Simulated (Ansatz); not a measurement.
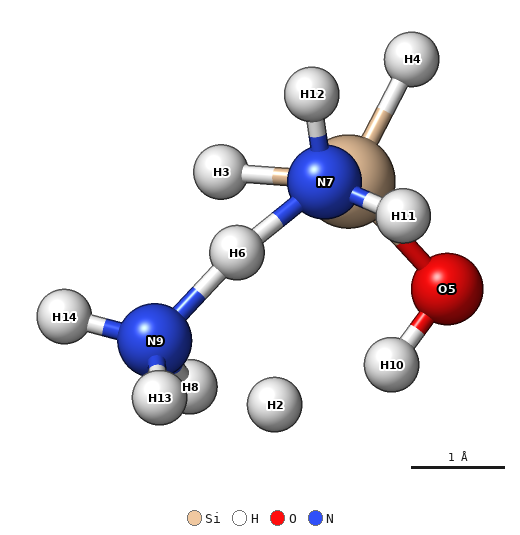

**Figure 1.** The structure (ball-and-stick view, seen at a tilt; atoms are numbered from 1 in the order of the input). Bond lengths as drawn: H–N 1.02 to 1.30 Å, H–O 1.02 Å, H–Si 1.49 to 1.50 Å, N–Si 1.84 Å and O–Si 1.63 Å.

Frequency calculation of SiN₂H₁₀O

SiN₂H₁₀O, computed with RKS PBE0-D4/def2-SVP (Ansatz 0.2.0).

Figures and captions count atoms from 1; the log counts them from 0 in places.

**Output**
```
Functional definition: PBE0
  name "PBE0"
  cite "Adamo & Barone, J. Chem. Phys. 110, 6158 (1999) doi:10.1063/1.478522"
  cite "Perdew, Burke & Ernzerhof, Phys. Rev. Lett. 77, 3865 (1996) doi:10.1103/PhysRevLett.77.3865"
  parent pbe
  parameter a = 0.25
  parameter kappa = 0.804
  parameter beta = 0.06672455060314922
  exchange = (1 - a)*pbe_x(kappa = kappa, mu = beta*pi^2/3) + a*exact_x
  correlation = pbe_c(beta = beta)
these checks for a lower state are left out or cut short: stability, starts, cluster_reference, orbital_swaps, neighbouring_geometries, increment
1183 factors; integrals over basis functions are off by at most 3.6e-4 eV
mean field evaluation 1: about -13042.4354 eV, gradient 7.0e1 eV
mean field evaluation 2: about -13032.1510 eV, gradient 9.9e1 eV
mean field evaluation 4: about -13051.4133 eV, gradient 4.3e0 eV
mean field evaluation 8: about -13051.4630 eV, gradient 1.8e-1 eV
mean field evaluation 16: about -13051.4631 eV, gradient 1.2e-5 eV
mean field -13051.46309440 eV, -479.6324221197 hartree, gradient 2.2e-6 eV, S^2 0.000000; 0 other end points of the search recorded, 0 dependent functions left out
the calculation of the forces begins
reference -13051.46312310 eV, -479.6324231745 hartree; 23, 23 occupied and 87, 87 virtual orbitals, 1183 factors
these checks for a lower state are left out or cut short: stability, starts, cluster_reference, orbital_swaps, neighbouring_geometries, increment
1183 factors; integrals over basis functions are off by at most 3.6e-4 eV
mean field -13051.46271076 eV, -479.6324080214 hartree, gradient 2.8e-6 eV, S^2 0.000000; 0 other end points of the search recorded, 0 dependent functions left out
[... from here on the field's lines of each further geometry are left out, up to the last ...]
the calculation of the forces begins
reference -13051.46310117 eV, -479.6324223685 hartree; 23, 23 occupied and 87, 87 virtual orbitals, 1183 factors
these checks for a lower state are left out or cut short: stability, starts, cluster_reference, orbital_swaps, neighbouring_geometries, increment
1183 factors; integrals over basis functions are off by at most 3.6e-4 eV
mean field -13051.46301759 eV, -479.6324192969 hartree, gradient 1.0e-6 eV, S^2 0.000000; 0 other end points of the search recorded, 0 dependent functions left out
the calculation of the forces begins
reference -13051.46304628 eV, -479.6324203513 hartree; 23, 23 occupied and 87, 87 virtual orbitals, 1183 factors
WARN: phonons: modes at or below zero, which the zero-point energy, F, S and C_V leave out: 3, the lowest at -648.10 cm⁻¹. A minimum has none, and a first-order saddle one
Total energy: -13051.68072524 eV, -479.6404199058 hartree
Atom 0 at    -0.748645     0.252173    -1.387554 Å, force    -0.093312    -0.110572    -0.251323 eV/Å
Atom 1 at     0.797524    -1.538614    -0.465412 Å, force     0.002548     0.010549     0.142403 eV/Å
Atom 2 at    -1.734497    -0.720163    -0.843638 Å, force    -0.001159    -0.002623    -0.003068 eV/Å
Atom 3 at    -1.511865     1.301653    -2.133524 Å, force     0.000512    -0.016468     0.003238 eV/Å
Atom 4 at     0.499700    -0.187193    -2.346407 Å, force    -0.007829    -0.013139     0.016533 eV/Å
Atom 5 at     0.086177     0.399160     1.045032 Å, force     0.023656    -0.044441     0.134080 eV/Å
Atom 6 at    -0.159511     1.173912     0.089694 Å, force     0.022229     0.400108    -0.047500 eV/Å
Atom 7 at     0.652110    -1.209414     0.985825 Å, force     0.181151    -0.469975    -0.731153 eV/Å
Atom 8 at     0.414482    -0.597394     1.813631 Å, force    -0.115949     0.236939     0.752462 eV/Å
Atom 9 at     0.895847    -0.911173    -1.739035 Å, force    -0.006453     0.018786    -0.007932 eV/Å
Atom 10 at     0.719025     1.639471    -0.151618 Å, force    -0.001457    -0.006697    -0.011231 eV/Å
Atom 11 at    -0.811307     1.911173     0.367365 Å, force    -0.006008     0.002857    -0.003767 eV/Å
Atom 12 at     1.233533    -0.485279     2.409276 Å, force     0.001808     0.001578     0.003626 eV/Å
Atom 13 at    -0.332773    -1.028311     2.356265 Å, force     0.000263    -0.006903     0.003634 eV/Å
Dipole moment:    -0.211457     0.773472     1.269611 e Å
Vibrations: -648.10 -263.39 -117.42 183.61 210.12 321.78 359.28 502.50 566.00 585.19 652.53 693.54 706.99 737.56 836.56 918.86 923.89 964.72 1022.79 1048.67 1124.38 1226.05 1287.92 1509.64 1546.70 1626.61 1696.52 1739.44 2216.77 2260.67 2791.88 2878.41 3503.47 3546.93 3589.28 3646.27 cm⁻¹, zero-point energy 2.940008 eV
Checks for a lower state left out: stability, starts, cluster_reference, orbital_swaps, neighbouring_geometries, increment
```

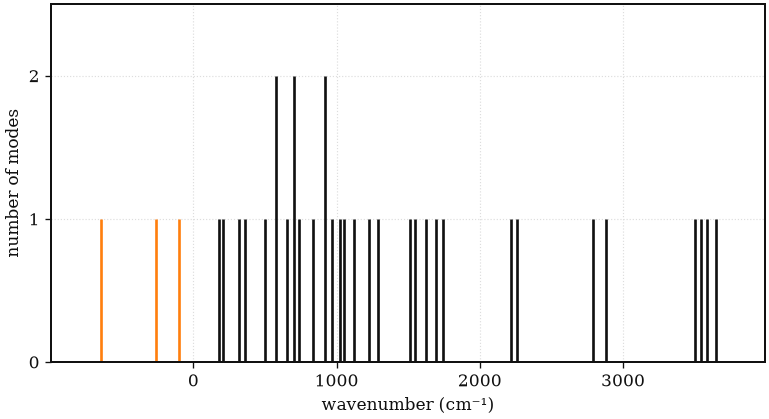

**Figure 2.** Harmonic vibrational wavenumbers from the force constants; neighbouring modes closer than 20 cm⁻¹ are counted in one stick, and imaginary ones are drawn at negative wavenumbers. 36 modes from 648i to 3646 cm⁻¹, 3 imaginary beyond 8i (648i, 263i, 103i cm⁻¹): not a minimum.

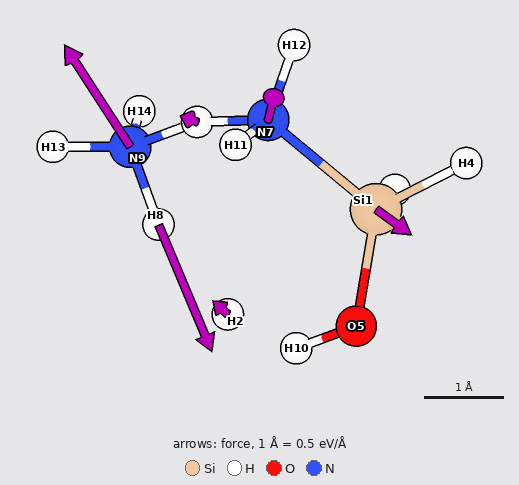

**Figure 3.** Forces on the atoms as pink arrows (ball-and-stick view, seen at a tilt; atoms are numbered from 1 in the order of the input); the smallest are left out. The largest act on H8 (0.89 eV/Å); N9 (0.80 eV/Å); N7 (0.40 eV/Å); Si1 (0.29 eV/Å). The geometry is not a stationary point of this energy.

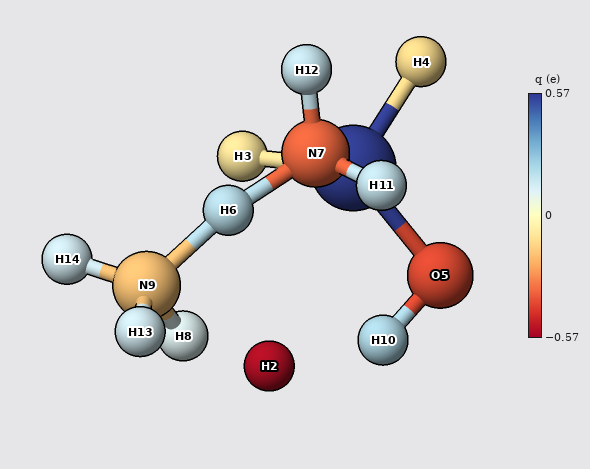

**Figure 4.** Mulliken charges, as the colour of each atom (ball-and-stick view, seen at a tilt; atoms are numbered from 1 in the order of the input; Mulliken charges depend strongly on the basis). By element: Si +0.55, H −0.53 to +0.21, O −0.40 and N −0.34 to −0.17 e.

This output came from the following input.

**Input**
```yaml
crystal:
  periodic: [false, false, false]
  atoms:
    - {symbol: Si, position_ang: [-0.748645, 0.252173, -1.387554]}
    - {symbol: H, position_ang: [0.797524, -1.538614, -0.465412]}
    - {symbol: H, position_ang: [-1.734497, -0.720163, -0.843638]}
    - {symbol: H, position_ang: [-1.511865, 1.301653, -2.133524]}
    - {symbol: O, position_ang: [0.499700, -0.187193, -2.346407]}
    - {symbol: H, position_ang: [0.086177, 0.399160, 1.045032]}
    - {symbol: N, position_ang: [-0.159511, 1.173912, 0.089694]}
    - {symbol: H, position_ang: [0.652110, -1.209414, 0.985825]}
    - {symbol: N, position_ang: [0.414482, -0.597394, 1.813631]}
    - {symbol: H, position_ang: [0.895847, -0.911173, -1.739035]}
    - {symbol: H, position_ang: [0.719025, 1.639471, -0.151618]}
    - {symbol: H, position_ang: [-0.811307, 1.911173, 0.367365]}
    - {symbol: H, position_ang: [1.233533, -0.485279, 2.409276]}
    - {symbol: H, position_ang: [-0.332773, -1.028311, 2.356265]}
basis:
  gaussian: {orbitals: def2-SVP}
hamiltonian: {xc: pbe0, dispersion: d4}
phonons: {}
scf: {lower_state_search: off}
```

Launched with:
```bash
ansatz run in.yaml --threads 8 --pin off --events-out ev --progress --plain --max-ram 19148MiB
```

**Results in brief**

- outcome: converged
- total energy: −13051.6807 eV
- mean-field energy: −13051.4631 eV
- dispersion energy: −0.2176 eV
- largest force (length of the vector): 0.888 eV/Å
- dipole moment: 7.21 D
- hardware: 8 threads of Oxide Virtual Turin-like, 27 GiB of memory available, shared host
- wall time: 1.9 min (CPU time 9.4 min)
- peak memory: 0.22 GiB
